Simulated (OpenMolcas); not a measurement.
# C2H3In (SMILES C#[C][InH2]) at 5 levels

We compute a comparison of 5 runs (HF/3-21G, HF/def2-SVPD, M06-2X/def2-SVPD, M06-L/def2-SVPD, PBE/def2-SVPD) of C2H3In. 

The results are computed with OpenMolcas 26.06.

## 1. The system as given

C2H3In has 6 atoms, charge 0, and is taken as a singlet. SMILES: `C#[C][InH2]`. The shape is that of a PBE0-D4/def2-TZVP optimisation.

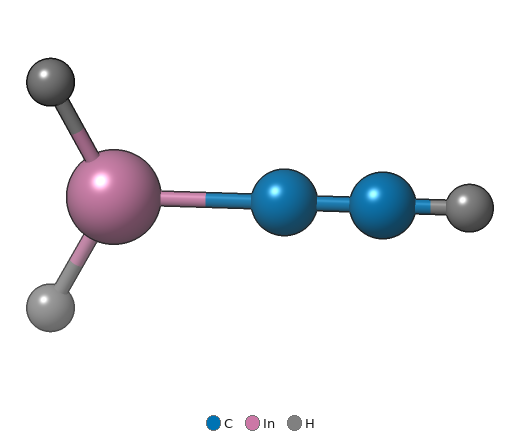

The structure, seen from a chosen angle (carbon blue, indium pink, hydrogen grey).

## 2. Energy and gradient at HF/3-21G (run 1)

File calc.input:

```
* C2H3In Hartree-Fock
&GATEWAY
BasLib
$CurrDir
Coord
6
angstrom
C       -0.186600      -1.928000       0.015100
C       -0.070400      -0.723400       0.005900
In       0.131900       1.363900      -0.010600
H       -0.289000      -2.989600       0.023300
H        0.673500       2.081500      -1.468800
H       -0.259400       2.195500       1.435000
Basis
3-21G
Group
NoSym
&SEWARD
&SCF
Thresholds
1e-10 1e-07 1e-07 1e-05
PrOrbitals
1 1
&ALASKA
```

The basis set 3-21G is read from a file made from the Basis Set Exchange's data (not shown).

Started as:

```bash
$ export MOLCAS_MEM=1860
$ pymolcas calc.input > calc.log
```

What it wrote:

```text
--- Start Module: gateway ---
[...]
--- Stop Module: gateway /rc=_RC_ALL_IS_WELL_ ---
[...]
      Basis functions           55
[...]
--- Start Module: scf ---
[...]
       Convergence after  14 Iterations
[...]
::    Total SCF energy                              -5791.7049989771
[...]
      Total spin, S                                     0.0000000000
[...]
      Total electronic charge=   64.000000
      Total            charge=   -0.000000
[...]
      Dipole Moment (debye):
      Origin of the operator (angstrom)=    0.0859    0.8892   -0.0069
                   X=  1.3103E-02               Y=  1.3041E-01               Z= -6.0524E-04           Total=  1.3107E-01
      Quadrupole Moment (debye*angstrom):
[...]
--- Stop Module: scf /rc=_RC_ALL_IS_WELL_ ---
[...]
--- Start Module: alaska ---
[...]
 *              Molecular gradients               *
 **************************************************
  Irreducible representation: a
 ------------------------------------------------------------------------------------------
                              X                       Y                       Z
 ------------------------------------------------------------------------------------------
  C1               -9.33491925437568E-04   -9.81363312814310E-03    5.69518778149036E-05
  C2                3.06511751792282E-03    3.19376536762697E-02   -2.35318511799320E-04
  IN3               4.83139104671793E-04    4.94306134422473E-03   -2.70964256268991E-05
  H4               -1.12990834447896E-03   -1.17203293845671E-02    9.50608171747663E-05
  H5               -4.42018592491111E-03   -7.22439023320076E-03    1.15026828321492E-02
  H6                2.93532957222298E-03   -8.12236227453766E-03   -1.13922805897042E-02
 ------------------------------------------------------------------------------------------
[...]
```

Run time: 3.6 s. Hardware: 1 thread of Arm Neoverse V1, shared host; peak memory 0.39 GiB.

## 3. Energy and gradient at HF/def2-SVPD (core potential) (run 2)

File test.inp:

```
&GATEWAY
BasLib=$CurrDir
Coord
6
angstrom
C       -0.186600      -1.928000       0.015100
C       -0.070400      -0.723400       0.005900
In       0.131900       1.363900      -0.010600
H       -0.289000      -2.989600       0.023300
H        0.673500       2.081500      -1.468800
H       -0.259400       2.195500       1.435000
Basis=def2-SVPD
Group=NoSym
&SEWARD
&SCF
Thresholds=1e-10 1e-07 1e-07 1e-05
PrOrbitals=1
&ALASKA
```

The basis set def2-SVPD is read from a file made from the Basis Set Exchange's data (not shown).

Started as:

```bash
$ export MOLCAS_MEM=1860
$ pymolcas test.inp > test.log
```

What it wrote:

```text
--- Start Module: gateway ---
[...]
--- Stop Module: gateway /rc=_RC_ALL_IS_WELL_ ---
[...]
      Basis functions           96
[...]
--- Start Module: scf ---
[...]
       Convergence after  13 Iterations
[...]
::    Total SCF energy                               -266.5384745840
[...]
      Total spin, S                                     0.0000000000
[...]
      Total electronic charge=   36.000000
      Total            charge=   -0.000000
[...]
      Dipole Moment (debye):
      Origin of the operator (angstrom)=    0.0859    0.8892   -0.0069
                   X=  2.2626E-02               Y=  2.3017E-01               Z= -1.4141E-03           Total=  2.3128E-01
      Quadrupole Moment (debye*angstrom):
[...]
--- Stop Module: scf /rc=_RC_ALL_IS_WELL_ ---
[...]
--- Start Module: alaska ---
[...]
 *              Molecular gradients               *
 **************************************************
  Irreducible representation: a
 ------------------------------------------------------------------------------------------
                              X                       Y                       Z
 ------------------------------------------------------------------------------------------
  C1               -1.44091977603855E-03   -1.49530896023400E-02    1.06080040394751E-04
  C2                2.73433172186222E-03    2.83445427073730E-02   -2.18212446228022E-04
  IN3              -7.32118622700062E-04   -7.53740785222234E-03    7.48025849525019E-05
  H4               -5.70912048141192E-05   -6.18061599614084E-04    7.07496509827835E-06
  H5               -1.27711164852795E-03   -2.49394057632601E-03    3.20528713180757E-03
  H6                7.72909530206700E-04   -2.74204307708859E-03   -3.17503227600380E-03
 ------------------------------------------------------------------------------------------
[...]
```

Wall time 11 s (1 thread of Arm Neoverse V1, shared host); peak memory 0.53 GiB.

## 4. Energy and forces at M06-2X/def2-SVPD (core potential) (run 3)

File geom.xyz:

```xyz
6

C     -0.186600    -1.928000     0.015100
C     -0.070400    -0.723400     0.005900
In     0.131900     1.363900    -0.010600
H     -0.289000    -2.989600     0.023300
H      0.673500     2.081500    -1.468800
H     -0.259400     2.195500     1.435000
```

File job.input:

```
&GATEWAY
  BasLib = $CurrDir
  Coord = geom.xyz
  Basis = def2-SVPD
  Group = NoSym

&SEWARD
  GridInput
  Grid=UltraFine
  End of Grid

&SCF
  KSDFT = M062X
  Thresholds = 1e-10 1e-07 1e-07 1e-05
  PrOrbitals = 1 2

&ALASKA
```

The basis set def2-SVPD is read from a file made from the Basis Set Exchange's data (not shown).

Started as:

```bash
$ export MOLCAS_MEM=1860
$ pymolcas job.input > job.log
```

What it wrote:

```text
--- Start Module: gateway ---
[...]
--- Stop Module: gateway /rc=_RC_ALL_IS_WELL_ ---
[...]
      Basis functions           96
[...]
--- Start Module: scf ---
[...]
       Convergence after  13 Iterations
[...]
::    Total KS-DFT energy                            -267.8788134230
[...]
      Total spin, S                                     0.0000000000
[...]
      Total electronic charge=   36.000000
      Total            charge=   -0.000000
[...]
      Dipole Moment (debye):
      Origin of the operator (angstrom)=    0.0859    0.8892   -0.0069
                   X=  2.4155E-02               Y=  2.4619E-01               Z= -1.5729E-03           Total=  2.4737E-01
      Quadrupole Moment (debye*angstrom):
[...]
--- Stop Module: scf /rc=_RC_ALL_IS_WELL_ ---
[...]
--- Start Module: alaska ---
[...]
 *              Molecular gradients               *
 **************************************************
  Irreducible representation: a
 ------------------------------------------------------------------------------------------
                              X                       Y                       Z
 ------------------------------------------------------------------------------------------
  C1                9.76439173285604E-04    1.01121448546309E-02   -8.30118640971489E-05
  C2               -4.66190771347130E-04   -4.83997933773495E-03    3.46715925841276E-05
  IN3              -5.49385366298782E-04   -5.65947709472070E-03    5.73835466929906E-05
  H4                6.05008866168710E-04    6.24942494850078E-03   -4.63976316368367E-05
  H5               -1.79436831788760E-03   -2.74741565203840E-03    4.72294539533014E-03
  H6                1.22849641608569E-03   -3.11469771859585E-03   -4.68559103888300E-03
 ------------------------------------------------------------------------------------------
[...]
```

It took 44 s on 1 thread of Arm Neoverse V1, shared host; peak memory 0.53 GiB.

Run 4 isn't shown in full; the table further down has it.

## 5. Energy and forces at PBE/def2-SVPD (core potential) (run 5)

File job.inp:

```
* C2H3In Kohn-Sham DFT
&GATEWAY
BasLib=$CurrDir
Coord
6
angstrom
C       -0.186600      -1.928000       0.015100
C       -0.070400      -0.723400       0.005900
In       0.131900       1.363900      -0.010600
H       -0.289000      -2.989600       0.023300
H        0.673500       2.081500      -1.468800
H       -0.259400       2.195500       1.435000
Basis=def2-SVPD
Group=NoSym
&SEWARD
GridInput
Grid=UltraFine
End of Grid
&SCF
KSDFT=PBE
Thresholds=1e-10 1e-07 1e-07 1e-05
PrOrbitals=1 2
&ALASKA
```

The basis set def2-SVPD is read from a file made from the Basis Set Exchange's data (not shown).

Started as:

```bash
$ export MOLCAS_MEM=1860
$ pymolcas job.inp > job.log
```

What it wrote:

```text
--- Start Module: gateway ---
[...]
--- Stop Module: gateway /rc=_RC_ALL_IS_WELL_ ---
[...]
      Basis functions           96
[...]
--- Start Module: scf ---
[...]
       Convergence after  16 Iterations
[...]
::    Total KS-DFT energy                            -267.8769958594
[...]
      Total spin, S                                     0.0000000000
[...]
      Total electronic charge=   36.000000
      Total            charge=   -0.000000
[...]
      Dipole Moment (debye):
      Origin of the operator (angstrom)=    0.0859    0.8892   -0.0069
                   X=  1.7373E-02               Y=  1.7596E-01               Z= -1.1110E-03           Total=  1.7682E-01
      Quadrupole Moment (debye*angstrom):
[...]
--- Stop Module: scf /rc=_RC_ALL_IS_WELL_ ---
[...]
--- Start Module: alaska ---
[...]
 *              Molecular gradients               *
 **************************************************
  Irreducible representation: a
 ------------------------------------------------------------------------------------------
                              X                       Y                       Z
 ------------------------------------------------------------------------------------------
  C1                3.19576753517770E-03    3.31193515488444E-02   -2.57412088403852E-04
  C2               -3.67068050597374E-03   -3.80317161106678E-02    2.89934758468578E-04
  IN3              -2.67366391242918E-04   -2.74884445447654E-03    3.38493842968746E-05
  H4                1.10760920944669E-03    1.14580083796678E-02   -8.71740022880957E-05
  H5               -1.32707326709713E-03   -1.75918333340785E-03    3.57237188634185E-03
  H6                9.61743419692462E-04   -2.03761603009323E-03   -3.55156993842254E-03
 ------------------------------------------------------------------------------------------
[...]
```

Run time: 38 s. Hardware: 1 thread of Arm Neoverse V1, shared host; peak memory 0.53 GiB.

## 6. The series

```
run                              level  integration grid   energy (Eh)  dipole moment (D)  HOMO energy (eV)  LUMO energy (eV)  wall time
  1                           HF/3-21G                 –  -5791.704999               0.13            -10.28              0.74      3.6 s
  2      HF/def2-SVPD (core potential)                 –   -266.538475               0.23            -10.46              0.60       11 s
  3  M06-2X/def2-SVPD (core potential)         UltraFine   -267.878813               0.25             -8.95             -1.48       44 s
  4   M06-L/def2-SVPD (core potential)         UltraFine   -268.114684               0.35             -6.76             -2.34       50 s
  5     PBE/def2-SVPD (core potential)         UltraFine   -267.876996               0.18             -6.62             -2.76       38 s
```

## 7. What came out

```
                       quantity          value
            run 5: total energy  -267.87700 Eh
           run 5: dipole moment         0.18 D
             run 5: HOMO energy       -6.62 eV
             run 5: LUMO energy       -2.76 eV
           run 5: HOMO–LUMO gap        3.86 eV
run 5: largest force on an atom     1.965 eV/Å
```

The dipole moment (its size) runs from 0.13 D (HF/3-21G) to 0.35 D (M06-L/def2-SVPD). The two ends differ in method and basis and core potential. The HOMO–LUMO gap runs from 3.86 eV (PBE/def2-SVPD) to 11.06 eV (HF/def2-SVPD). Exact exchange widens orbital gaps. Totals of different functionals can't be ranked against each other. Some runs of one species differ in core potentials or relativity; totals across that change don't compare. In run 1 relativity is left out where basis or elements ask for it. All runs together took 2.4 min, the longest 50 s.
